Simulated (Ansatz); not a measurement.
**C2H4AlB: two geometries relaxed**

Are the two ends of the shift of H5 from C1 to C2 separate minima, and which lies lower? Each is relaxed from a guess. SMILES of the start: C#C[BH][AlH2].

All numbers below are computed with Ansatz 0.2.0 (RKS BHLYP/def2-SVP).

### 1 The structure to begin with

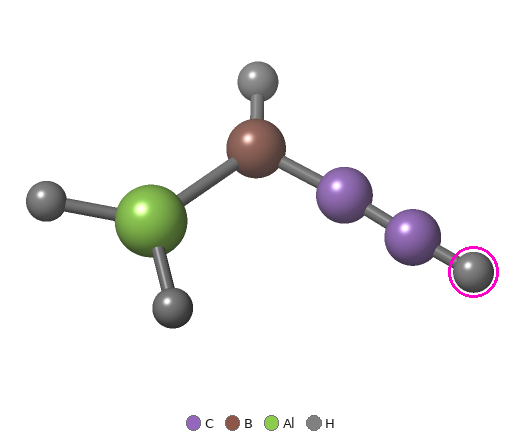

Start, viewed from a chosen angle; carbon purple, boron brown, aluminium green, hydrogen grey. Ringed: H5.

Coordinates:

```xyz
8

C    -0.3255    0.9923   -1.9634
C     0.0734    0.9070   -0.8222
B     0.5204    0.6989    0.5888
Al   -0.0548   -1.2132    1.2094
H    -0.6571    1.1019   -2.9563
H     1.0946    1.5809    1.1183
H    -0.7999   -2.1744    0.2205
H     0.1488   -1.8935    2.6049
```

### 2 Relaxing end A

The input, input.yaml:

```yaml
crystal:
  periodic: [false, false, false]
  atoms:
    - { symbol: C, position_ang: [-0.32549, 0.99231, -1.96336] }
    - { symbol: C, position_ang: [0.07343, 0.90695, -0.82215] }
    - { symbol: B, position_ang: [0.5204, 0.69894, 0.58877] }
    - { symbol: Al, position_ang: [-0.05478, -1.21318, 1.20936] }
    - { symbol: H, position_ang: [-0.65708, 1.10195, -2.95629] }
    - { symbol: H, position_ang: [1.09458, 1.58091, 1.11826] }
    - { symbol: H, position_ang: [-0.79989, -2.17443, 0.22051] }
    - { symbol: H, position_ang: [0.14882, -1.89345, 2.60489] }
basis:
  gaussian: { orbitals: def2-SVP }
hamiltonian:
  xc: { name: BHLYP }
relax:
  f_tol: 0.02
  max_steps: 50
```

On the command line:

```sh
$ ansatz run input.yaml --threads 1 --pin off --max-ram 2048MiB --backend cpu --events-out ev --progress --plain --runs-dir out
```

What it wrote (excerpt; [...] marks lines left out):

```text
Warning: RAYON_NUM_THREADS=1 ignored (pool sized by the plan → 1); use --threads N
[...]
Functional definition: BHLYP
[...]
886 factors; integrals over basis functions are off by at most 3.1e-4 eV
[...]
mean field -9403.17837125 eV, -345.5604314403 hartree, gradient 7.2e-5 eV, S^2 0.000000; 0 other end points of the search recorded, 0 dependent functions left out
[...]
reference -9403.17855215 eV, -345.5604380880 hartree; 17, 17 occupied and 63, 63 virtual orbitals, 886 factors
relax step   1: F+E_penalty+E_count = -9403.17837125 eV  Δ(F+E_penalty+E_count) = +0.000e0 eV  max|allowed force component| = 6.928e-1 eV/Å  Δτ_max = 0.0000 Å  (27 SCF iters, accepted)
[...]
relax step   4: F+E_penalty+E_count = -9403.28081566 eV  Δ(F+E_penalty+E_count) = -8.379e-3 eV  max|allowed force component| = 1.537e-1 eV/Å  Δτ_max = 0.0897 Å  (32 SCF iters, accepted)
[...]
relax step   7: F+E_penalty+E_count = -9403.30225487 eV  Δ(F+E_penalty+E_count) = -6.963e-3 eV  max|allowed force component| = 2.977e-1 eV/Å  Δτ_max = 0.1981 Å  (33 SCF iters, accepted)
[...]
relax step  10: F+E_penalty+E_count = -9403.33050795 eV  Δ(F+E_penalty+E_count) = -2.351e-2 eV  max|allowed force component| = 1.203e-1 eV/Å  Δτ_max = 0.0954 Å  (34 SCF iters, accepted)
[...]
relax step  11: F+E_penalty+E_count = -9403.34292300 eV  Δ(F+E_penalty+E_count) = -1.242e-2 eV  max|allowed force component| = 7.012e-2 eV/Å  Δτ_max = 0.0975 Å  (34 SCF iters, accepted)
[...]
relax step  12: F+E_penalty+E_count = -9403.35722324 eV  Δ(F+E_penalty+E_count) = -1.430e-2 eV  max|allowed force component| = 9.296e-2 eV/Å  Δτ_max = 0.1461 Å  (34 SCF iters, accepted)
[...]
886 factors; integrals over basis functions are off by at most 4.3e-4 eV
[...]
mean field -9403.37194060 eV, -345.5675449828 hartree, gradient 1.6e-5 eV, S^2 0.000000; 0 other end points of the search recorded, 0 dependent functions left out
[...]
reference -9403.37212649 eV, -345.5675518139 hartree; 17, 17 occupied and 63, 63 virtual orbitals, 886 factors
```

### 3 More of the same log: end point A relaxed

The log, continued (excerpt; [...] marks lines left out):

```text
relax step  13: F+E_penalty+E_count = -9403.37194060 eV  Δ(F+E_penalty+E_count) = -1.472e-2 eV  max|allowed force component| = 1.832e-1 eV/Å  Δτ_max = 0.1950 Å  (34 SCF iters, accepted)
[...]
relax step  15: F+E_penalty+E_count = -9403.37370591 eV  Δ(F+E_penalty+E_count) = +4.408e-3 eV  max|allowed force component| = 5.357e-1 eV/Å  Δτ_max = 0.2000 Å  (34 SCF iters, rejected (line search))
[...]
relax step  17: F+E_penalty+E_count = -9403.39335216 eV  Δ(F+E_penalty+E_count) = -1.590e-3 eV  max|allowed force component| = 5.464e-2 eV/Å  Δτ_max = 0.0696 Å  (34 SCF iters, accepted)
[...]
relax step  19: F+E_penalty+E_count = -9403.39539185 eV  Δ(F+E_penalty+E_count) = -2.040e-3 eV  max|allowed force component| = 3.348e-2 eV/Å  Δτ_max = 0.0669 Å  (34 SCF iters, accepted)
[...]
reference -9403.39627774 eV, -345.5684393559 hartree; 17, 17 occupied and 63, 63 virtual orbitals, 886 factors
Total energy: -9403.39627774 eV, -345.5684393559 hartree
Atom 0 at    -0.550308     1.366042    -1.891445 Å, force    -0.001034     0.000478    -0.000060 eV/Å
Atom 1 at     0.031977     0.941520    -0.916887 Å, force     0.004543     0.002522     0.000373 eV/Å
Atom 2 at     0.712029     0.367136     0.298960 Å, force    -0.001912    -0.002846     0.001274 eV/Å
Atom 3 at    -0.082389    -1.345389     1.277092 Å, force     0.000304     0.001004    -0.000542 eV/Å
Atom 4 at    -1.052284     1.751901    -2.751475 Å, force     0.001058    -0.001168     0.002023 eV/Å
Atom 5 at     1.710199     0.921982     0.676319 Å, force    -0.003313     0.000435    -0.003605 eV/Å
Atom 6 at     0.360381    -2.804154     0.853178 Å, force     0.000720    -0.000801     0.000052 eV/Å
Atom 7 at    -1.129614    -1.199038     2.454248 Å, force    -0.000365     0.000375     0.000485 eV/Å
Dipole moment:    -0.048690     0.117609    -0.164121 e Å
```

Run time: 6.2 min. Hardware: 1 thread of Intel Xeon at 2.50GHz (Skylake/Cascade Lake), shared host; peak memory 0.15 GiB.

The steps of the relaxation:

```csv
step,energy from step 1 (eV),largest force component (eV/Å)
1,0.0000,0.6928
2,-0.0799,0.2459
3,-0.0941,0.0836
4,-0.1024,0.1537
5,-0.1080,0.1207
6,-0.1169,0.0725
7,-0.1239,0.2977
8,-0.1286,0.4774
9x,-0.1204,0.4915
10,-0.1521,0.1203
11,-0.1646,0.0701
12,-0.1789,0.0930
13,-0.1936,0.1832
14,-0.1997,0.2869
15x,-0.1953,0.5357
16,-0.2134,0.0367
17,-0.2150,0.0546
18x,-0.2120,0.2681
19,-0.2170,0.0335
20,-0.2175,0.0392
21,-0.2177,0.0229
22,-0.2177,0.0045
```

Step 1 is the start. 3 steps were tried and not accepted (marked x).

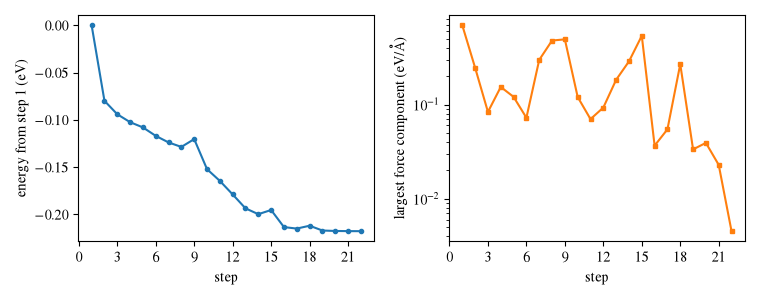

Energy and largest force along the relaxation.

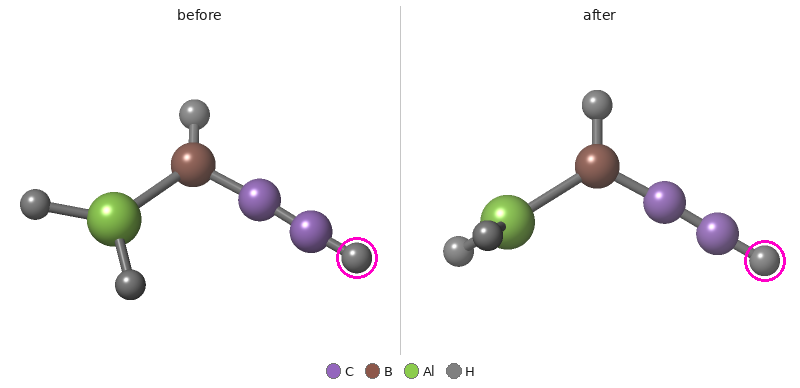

The structure before (left) and after (right), drawn at the same scale.

After: Bond lengths: C1–C2 1.212 Å, C2–B3 1.507 Å, B3–Al4 2.126 Å, C1–H5 1.068 Å, B3–H6 1.203 Å, Al4–H7 1.582 Å, Al4–H8 1.582 Å. Angles: C1–C2–B3 177.6°, C2–C1–H5 179.1°, C2–B3–Al4 120.6°, C2–B3–H6 116.9°, Al4–B3–H6 122.5°, B3–Al4–H7 121.0°, B3–Al4–H8 121.0°, H7–Al4–H8 118.0°.

### 4 End point B

The second end starts from a geometry with the move made by hand.

Changes to input.yaml since step 2:

```diff
@@ -7,3 +7,3 @@
     - { symbol: Al, position_ang: [-0.05478, -1.21318, 1.20936] }
-    - { symbol: H, position_ang: [-0.65708, 1.10195, -2.95629] }
+    - { symbol: H, position_ang: [0.30891, 1.84933, -1.31668] }
     - { symbol: H, position_ang: [1.09458, 1.58091, 1.11826] }
```

On the command line:

```sh
$ ansatz run input.yaml --threads 1 --pin off --max-ram 2048MiB --backend cpu --events-out ev --progress --plain --runs-dir out
```

What it wrote (excerpt; [...] marks lines left out):

```text
Warning: RAYON_NUM_THREADS=1 ignored (pool sized by the plan → 1); use --threads N
[...]
[... 1 set-up line as earlier in the session ...]
[...]
888 factors; integrals over basis functions are off by at most 3.1e-4 eV
[...]
mean field -9400.97688879 eV, -345.4795284520 hartree, gradient 4.7e-5 eV, S^2 0.000000; 0 other end points of the search recorded, 0 dependent functions left out
[...]
reference -9400.97705930 eV, -345.4795347183 hartree; 17, 17 occupied and 63, 63 virtual orbitals, 888 factors
relax step   1: F+E_penalty+E_count = -9400.97688879 eV  Δ(F+E_penalty+E_count) = +0.000e0 eV  max|allowed force component| = 5.755e0 eV/Å  Δτ_max = 0.0000 Å  (25 SCF iters, accepted)
[...]
relax step   5: F+E_penalty+E_count = -9401.50978564 eV  Δ(F+E_penalty+E_count) = -3.241e-2 eV  max|allowed force component| = 3.236e-1 eV/Å  Δτ_max = 0.0615 Å  (31 SCF iters, accepted)
[...]
relax step   9: F+E_penalty+E_count = -9402.17532311 eV  Δ(F+E_penalty+E_count) = -2.743e-1 eV  max|allowed force component| = 1.539e0 eV/Å  Δτ_max = 0.1948 Å  (33 SCF iters, accepted)
[...]
relax step  13: F+E_penalty+E_count = -9403.10831232 eV  Δ(F+E_penalty+E_count) = -6.685e-5 eV  max|allowed force component| = 1.934e0 eV/Å  Δτ_max = 0.1915 Å  (34 SCF iters, accepted)
[...]
relax step  15: F+E_penalty+E_count = -9403.29214077 eV  Δ(F+E_penalty+E_count) = -1.901e-2 eV  max|allowed force component| = 3.016e-1 eV/Å  Δτ_max = 0.1998 Å  (35 SCF iters, accepted)
[...]
relax step  16: F+E_penalty+E_count = -9403.29341981 eV  Δ(F+E_penalty+E_count) = -1.279e-3 eV  max|allowed force component| = 3.777e-1 eV/Å  Δτ_max = 0.1974 Å  (34 SCF iters, accepted)
[...]
888 factors; integrals over basis functions are off by at most 4.8e-4 eV
```

### 5 The output, continued: end point B relaxed

The log, continued:

```text
mean field -9403.30811202 eV, -345.5651993256 hartree, gradient 2.4e-5 eV, S^2 0.000000; 0 other end points of the search recorded, 0 dependent functions left out
the calculation of the forces begins
reference -9403.30829723 eV, -345.5652061319 hartree; 17, 17 occupied and 63, 63 virtual orbitals, 888 factors
relax step  17: F+E_penalty+E_count = -9403.30811202 eV  Δ(F+E_penalty+E_count) = -1.469e-2 eV  max|allowed force component| = 4.199e-1 eV/Å  Δτ_max = 0.1948 Å  (33 SCF iters, accepted)
these checks for a lower state are left out or cut short: starts, cluster_reference, orbital_swaps, neighbouring_geometries, increment
888 factors; integrals over basis functions are off by at most 4.9e-4 eV
mean field evaluation 128: about -9403.2017 eV, gradient 4.4e0 eV
mean field -9403.34280632 eV, -345.5664743175 hartree, gradient 3.0e-5 eV, S^2 0.000000; 0 other end points of the search recorded, 0 dependent functions left out
the calculation of the forces begins
reference -9403.34299050 eV, -345.5664810862 hartree; 17, 17 occupied and 63, 63 virtual orbitals, 888 factors
relax step  18: F+E_penalty+E_count = -9403.34280632 eV  Δ(F+E_penalty+E_count) = -3.469e-2 eV  max|allowed force component| = 1.866e-1 eV/Å  Δτ_max = 0.1999 Å  (34 SCF iters, accepted)
these checks for a lower state are left out or cut short: starts, cluster_reference, orbital_swaps, neighbouring_geometries, increment
888 factors; integrals over basis functions are off by at most 5.0e-4 eV
mean field -9403.35867085 eV, -345.5670573283 hartree, gradient 2.7e-5 eV, S^2 0.000000; 0 other end points of the search recorded, 0 dependent functions left out
the calculation of the forces begins
reference -9403.35885582 eV, -345.5670641259 hartree; 17, 17 occupied and 63, 63 virtual orbitals, 888 factors
relax step  19: F+E_penalty+E_count = -9403.35867085 eV  Δ(F+E_penalty+E_count) = -1.586e-2 eV  max|allowed force component| = 4.595e-1 eV/Å  Δτ_max = 0.1917 Å  (34 SCF iters, accepted)
these checks for a lower state are left out or cut short: starts, cluster_reference, orbital_swaps, neighbouring_geometries, increment
888 factors; integrals over basis functions are off by at most 5.3e-4 eV
mean field -9403.38316676 eV, -345.5679575366 hartree, gradient 2.8e-5 eV, S^2 0.000000; 0 other end points of the search recorded, 0 dependent functions left out
the calculation of the forces begins
reference -9403.38335229 eV, -345.5679643543 hartree; 17, 17 occupied and 63, 63 virtual orbitals, 888 factors
relax step  20: F+E_penalty+E_count = -9403.38316676 eV  Δ(F+E_penalty+E_count) = -2.450e-2 eV  max|allowed force component| = 8.084e-2 eV/Å  Δτ_max = 0.1993 Å  (34 SCF iters, accepted)
these checks for a lower state are left out or cut short: starts, cluster_reference, orbital_swaps, neighbouring_geometries, increment
888 factors; integrals over basis functions are off by at most 5.5e-4 eV
mean field -9403.39288283 eV, -345.5683145954 hartree, gradient 2.6e-5 eV, S^2 0.000000; 0 other end points of the search recorded, 0 dependent functions left out
the calculation of the forces begins
reference -9403.39306762 eV, -345.5683213864 hartree; 17, 17 occupied and 63, 63 virtual orbitals, 888 factors
relax step  21: F+E_penalty+E_count = -9403.39288283 eV  Δ(F+E_penalty+E_count) = -9.716e-3 eV  max|allowed force component| = 8.446e-2 eV/Å  Δτ_max = 0.1843 Å  (34 SCF iters, accepted)
these checks for a lower state are left out or cut short: starts, cluster_reference, orbital_swaps, neighbouring_geometries, increment
888 factors; integrals over basis functions are off by at most 5.7e-4 eV
mean field evaluation 160: about -9403.3908 eV, gradient 2.1e-3 eV
mean field -9403.39082026 eV, -345.5682387974 hartree, gradient 2.4e-5 eV, S^2 0.000000; 0 other end points of the search recorded, 0 dependent functions left out
the calculation of the forces begins
reference -9403.39100569 eV, -345.5682456119 hartree; 17, 17 occupied and 63, 63 virtual orbitals, 888 factors
relax step  22: F+E_penalty+E_count = -9403.39082026 eV  Δ(F+E_penalty+E_count) = +2.063e-3 eV  max|allowed force component| = 1.992e-1 eV/Å  Δτ_max = 0.1950 Å  (33 SCF iters, rejected (line search))
these checks for a lower state are left out or cut short: starts, cluster_reference, orbital_swaps, neighbouring_geometries, increment
888 factors; integrals over basis functions are off by at most 5.6e-4 eV
mean field -9403.39423211 eV, -345.5683641806 hartree, gradient 1.9e-5 eV, S^2 0.000000; 0 other end points of the search recorded, 0 dependent functions left out
the calculation of the forces begins
reference -9403.39441708 eV, -345.5683709780 hartree; 17, 17 occupied and 63, 63 virtual orbitals, 888 factors
relax step  23: F+E_penalty+E_count = -9403.39423211 eV  Δ(F+E_penalty+E_count) = -1.349e-3 eV  max|allowed force component| = 1.258e-1 eV/Å  Δτ_max = 0.0970 Å  (34 SCF iters, accepted)
these checks for a lower state are left out or cut short: starts, cluster_reference, orbital_swaps, neighbouring_geometries, increment
888 factors; integrals over basis functions are off by at most 5.7e-4 eV
mean field -9403.39370172 eV, -345.5683446892 hartree, gradient 2.3e-5 eV, S^2 0.000000; 0 other end points of the search recorded, 0 dependent functions left out
the calculation of the forces begins
reference -9403.39388691 eV, -345.5683514948 hartree; 17, 17 occupied and 63, 63 virtual orbitals, 888 factors
relax step  24: F+E_penalty+E_count = -9403.39370172 eV  Δ(F+E_penalty+E_count) = +5.304e-4 eV  max|allowed force component| = 1.213e-1 eV/Å  Δτ_max = 0.0966 Å  (33 SCF iters, rejected (line search))
these checks for a lower state are left out or cut short: starts, cluster_reference, orbital_swaps, neighbouring_geometries, increment
888 factors; integrals over basis functions are off by at most 5.6e-4 eV
mean field -9403.39586384 eV, -345.5684241454 hartree, gradient 2.0e-5 eV, S^2 0.000000; 0 other end points of the search recorded, 0 dependent functions left out
the calculation of the forces begins
reference -9403.39604877 eV, -345.5684309416 hartree; 17, 17 occupied and 63, 63 virtual orbitals, 888 factors
relax step  25: F+E_penalty+E_count = -9403.39586384 eV  Δ(F+E_penalty+E_count) = -1.632e-3 eV  max|allowed force component| = 1.131e-2 eV/Å  Δτ_max = 0.0384 Å  (34 SCF iters, accepted)
these checks for a lower state are left out or cut short: starts, cluster_reference, orbital_swaps, neighbouring_geometries, increment
888 factors; integrals over basis functions are off by at most 5.6e-4 eV
mean field -9403.39602218 eV, -345.5684299643 hartree, gradient 2.0e-5 eV, S^2 0.000000; 0 other end points of the search recorded, 0 dependent functions left out
the calculation of the forces begins
reference -9403.39620724 eV, -345.5684367652 hartree; 17, 17 occupied and 63, 63 virtual orbitals, 888 factors
relax step  26: F+E_penalty+E_count = -9403.39602218 eV  Δ(F+E_penalty+E_count) = -1.583e-4 eV  max|allowed force component| = 2.999e-2 eV/Å  Δτ_max = 0.0393 Å  (34 SCF iters, accepted)
these checks for a lower state are left out or cut short: starts, cluster_reference, orbital_swaps, neighbouring_geometries, increment
888 factors; integrals over basis functions are off by at most 5.6e-4 eV
mean field evaluation 192: about -9403.3960 eV, gradient 1.0e-1 eV
mean field -9403.39606697 eV, -345.5684316105 hartree, gradient 7.9e-5 eV, S^2 0.000000; 0 other end points of the search recorded, 0 dependent functions left out
the calculation of the forces begins
reference -9403.39625206 eV, -345.5684384122 hartree; 17, 17 occupied and 63, 63 virtual orbitals, 888 factors
relax step  27: F+E_penalty+E_count = -9403.39606697 eV  Δ(F+E_penalty+E_count) = -4.480e-5 eV  max|allowed force component| = 9.738e-3 eV/Å  Δτ_max = 0.0059 Å  (23 SCF iters, accepted)
888 factors; integrals over basis functions are off by at most 5.6e-4 eV
mean field -9403.39606697 eV, -345.5684316105 hartree, gradient 7.9e-5 eV, S^2 0.000000; 1 other end points of the search recorded, 0 dependent functions left out
the calculation of the forces begins
reference -9403.39625206 eV, -345.5684384122 hartree; 17, 17 occupied and 63, 63 virtual orbitals, 888 factors
Total energy: -9403.39625206 eV, -345.5684384122 hartree
Atom 0 at    -0.225799     1.749221    -1.498646 Å, force    -0.001734    -0.003674     0.000869 eV/Å
Atom 1 at     0.266966     1.146904    -0.569397 Å, force     0.002656     0.006938    -0.004842 eV/Å
Atom 2 at     0.834800     0.357539     0.581561 Å, force     0.003521     0.001991     0.002478 eV/Å
Atom 3 at    -0.126202    -1.407077     1.274946 Å, force    -0.006341    -0.006769     0.005013 eV/Å
Atom 4 at    -0.648536     2.290111    -2.316799 Å, force     0.001700    -0.002258     0.004285 eV/Å
Atom 5 at     1.846745     0.776369     1.079009 Å, force    -0.002778     0.000365    -0.003707 eV/Å
Atom 6 at     0.239799    -2.824721     0.672886 Å, force    -0.004744     0.008079     0.005642 eV/Å
Atom 7 at    -1.221794    -1.340966     2.416041 Å, force     0.007719    -0.004672    -0.009738 eV/Å
Dipole moment:    -0.031658     0.142007    -0.148746 e Å
```

It took 5.1 min on 1 thread of Intel Xeon at 2.50GHz (Skylake/Cascade Lake), shared host; peak memory 0.15 GiB.

Step by step:

```csv
step,energy from step 1 (eV),largest force component (eV/Å)
1,0.0000,5.7555
2,-0.4072,1.6295
3,-0.5005,0.4185
4x,-0.4983,0.7261
5,-0.5329,0.3236
6,-0.5745,0.4824
7,-0.6784,0.7357
8,-0.9241,0.9997
9,-1.1984,1.5385
10,-1.5083,2.3275
11,-1.8637,2.8007
12,-2.1314,1.7720
13,-2.1314,1.9342
14,-2.2962,0.1759
15,-2.3153,0.3016
16,-2.3165,0.3777
17,-2.3312,0.4199
18,-2.3659,0.1866
19,-2.3818,0.4595
20,-2.4063,0.0808
21,-2.4160,0.0845
22x,-2.4139,0.1992
23,-2.4173,0.1258
24x,-2.4168,0.1213
25,-2.4190,0.0113
26,-2.4191,0.0300
27,-2.4192,0.0097
```

Step 1 is the start. 3 steps were tried and not accepted (marked x).

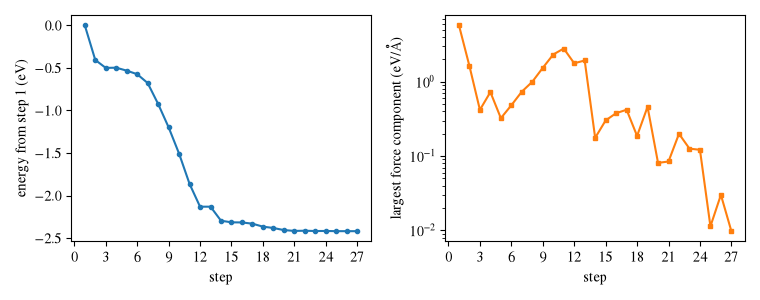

Energy and largest force along the relaxation.

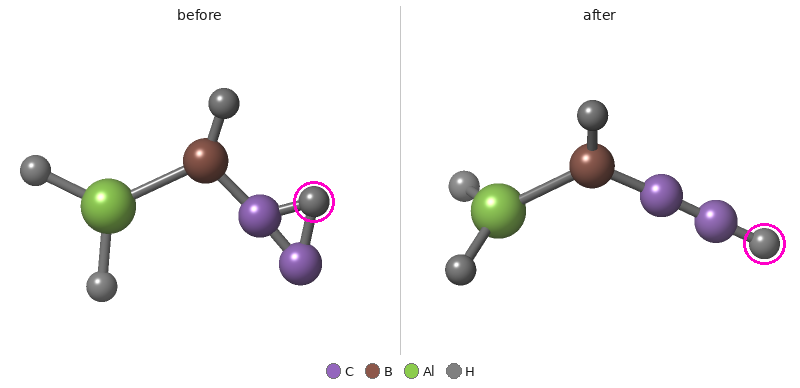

The structure before (left) and after (right), drawn at the same scale.

After: Bond lengths: C1–C2 1.212 Å, C2–B3 1.507 Å, B3–Al4 2.126 Å, C1–H5 1.068 Å, B3–H6 1.203 Å, Al4–H7 1.583 Å, Al4–H8 1.583 Å. Angles: C1–C2–B3 177.7°, C2–C1–H5 179.2°, C2–B3–Al4 120.9°, C2–B3–H6 116.8°, Al4–B3–H6 122.3°, B3–Al4–H7 121.0°, B3–Al4–H8 120.9°, H7–Al4–H8 118.1°.

Pairs that crossed the distance rule for bonds on the way: moved apart C2–H5.

### 6 What came out

| quantity | value |
| --- | --- |
| end A | 18 moves, 0.218 eV lower |
| end B | 23 moves, 2.419 eV lower |
| largest difference between the ends | 0.01 Å |
| end B relative to end A | +0.000 eV |

**Reading.** Both starts fell into the same minimum (no atom differs by more than 0.01 Å), so from this start no second minimum was found and no band was run; another arrangement could still be one.
